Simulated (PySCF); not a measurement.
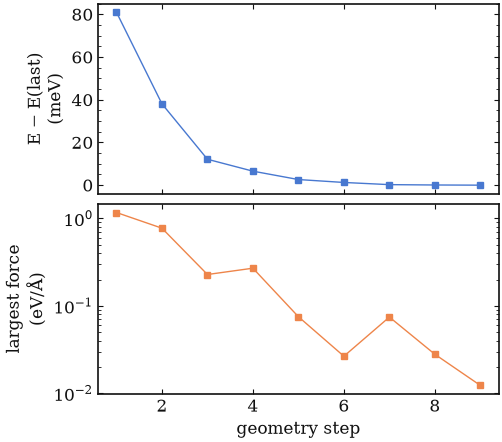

History of a geometry optimisation.

The run: C2H3O3S (SMILES C=CS(=O)(=O)[O-]) (charge −1), by PySCF 2.14.0, density fitting, PBE0-D3(BJ)/def2-SVP, geometry optimisation.

How did the optimisation end?

The optimisation met its thresholds at geometry 9, counting the start as the first. The energy fell by about 81 meV from the first step to the last. The largest force goes from about 1.2 eV/Å at the start to 0.012 eV/Å at the end.

By which step was nine tenths of the energy gained?

By step 4 of 9.
